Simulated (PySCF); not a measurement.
# C4H6FOSi2 (doublet): what the fields show

```yaml
atoms:
  - { symbol: F, position_ang: [0.4774, -2.3586, -0.6197] }
  - { symbol: C, position_ang: [1.2181, -1.2718, -0.3939] }
  - { symbol: C, position_ang: [2.5774, -1.1970, -0.0786] }
  - { symbol: C, position_ang: [2.8815, 0.1164, 0.0685] }
  - { symbol: O, position_ang: [1.7834, 0.8651, -0.1515] }
  - { symbol: C, position_ang: [0.7560, 0.0209, -0.4364] }
  - { symbol: Si, position_ang: [-0.9554, 0.7233, -0.7735] }
  - { symbol: Si, position_ang: [-2.3669, 0.1290, 0.9684] }
  - { symbol: H, position_ang: [3.7961, 0.6182, 0.3072] }
  - { symbol: H, position_ang: [-1.3626, 0.1939, -2.0813] }
  - { symbol: H, position_ang: [-0.6970, 2.1566, -0.9480] }
  - { symbol: H, position_ang: [-1.8946, 0.6430, 2.2589] }
  - { symbol: H, position_ang: [-2.5078, -1.3210, 1.1106] }
  - { symbol: H, position_ang: [-3.7064, 0.6817, 0.7471] }
```

Geometry: GFN2-xTB.

These are results of PySCF, UKS B3LYP, pcH-1 on C F H O Si, non-relativistic, mean-field spin-orbit, GIAO, not measurements.

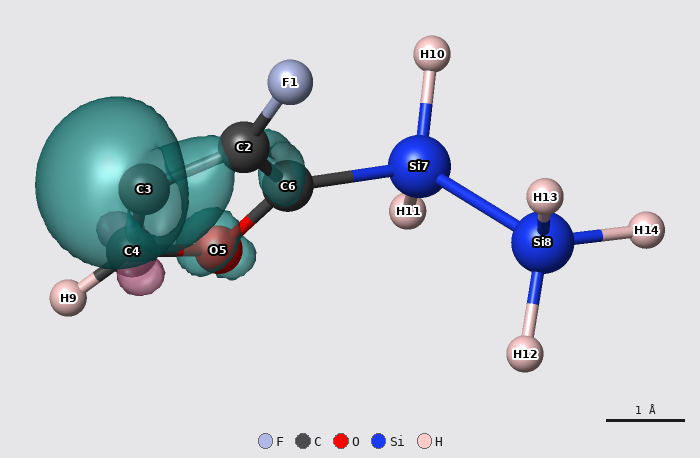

Figure 1. Isosurfaces of the spin density at +0.03 (teal) and −0.03 e/Å³ (pink), seen from one side.

Question: Where is the unpaired spin?

Answer: The unpaired spin (1 electron) lies mostly on C3 (about 0.8), in electrons by Hirshfeld's partition.

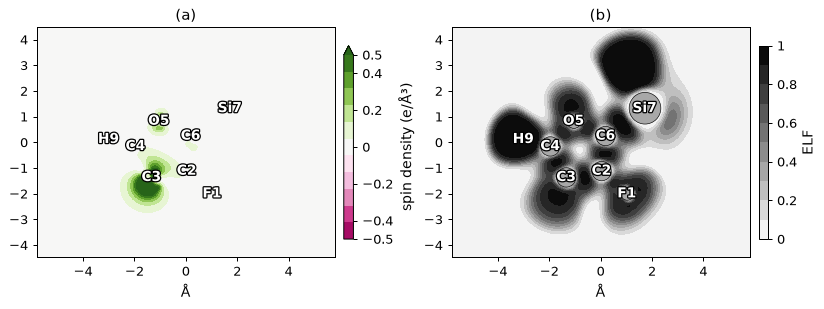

Figure 2. (a) spin density (α minus β); (b) electron localisation function on the plane of atoms O5, C4 and H9. Grey discs cover the atomic cores in the ELF map.

Question: What do the fields say about this system?

Answer: The section cuts through F, C, O, Si and H sites. C–F (1.33 Å): the ELF peaks at about 0.85 between the atoms (a polar covalent bond). C–O (1.35 Å): the ELF peaks at about 0.90 between the atoms: a polar covalent bond. C–C (1.36 Å): the ELF peaks at about 0.95 between the atoms, as expected for a covalent bond. C–Si (1.88 Å): the ELF peaks at about 0.95 between the atoms, as expected for localised, covalent bonding. C–H (1.07 Å): the ELF climbs to about 1 towards the hydrogen, as it does in any bond to H: an ordinary covalent bond to hydrogen. The ELF also peaks beside F1, C3 and O5, away from the bonds: non-bonding electrons, paired or unpaired.

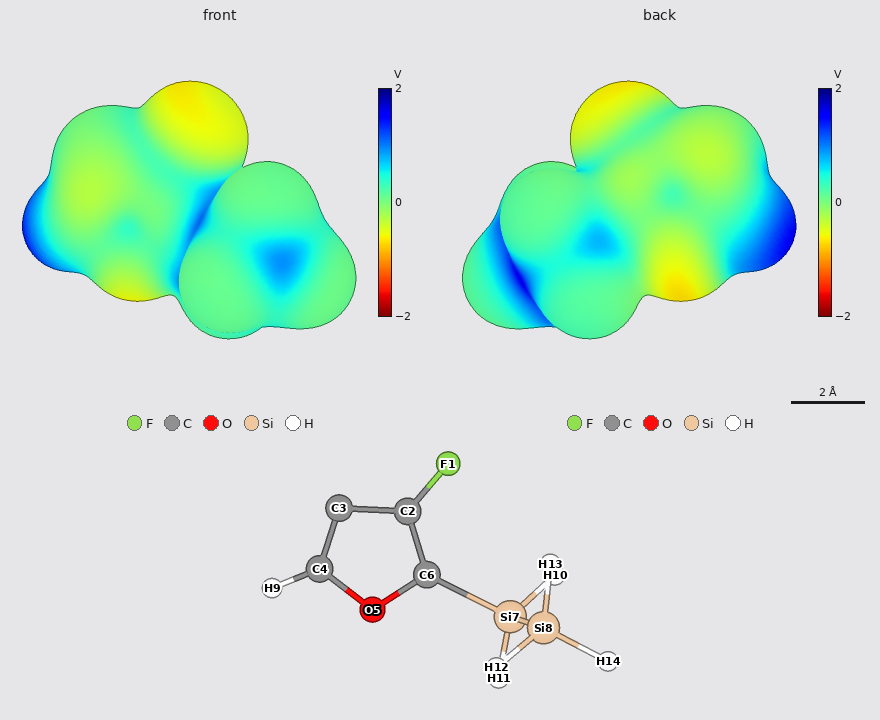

Figure 3. The electrostatic potential painted on the density surface at 0.002 e/bohr³, seen from the front and from behind; the colour scale runs from red (negative) to blue (positive). The bare structure is drawn below in the same view.

Question: Which sites attract a positive test charge, and which a negative one?

Answer: A positive charge is drawn to the negative regions and a negative charge to the positive ones. The most negative region (about −0.7 V) lies over F1 and O5, the most positive (about +1.5 V) over Si7 and H9.
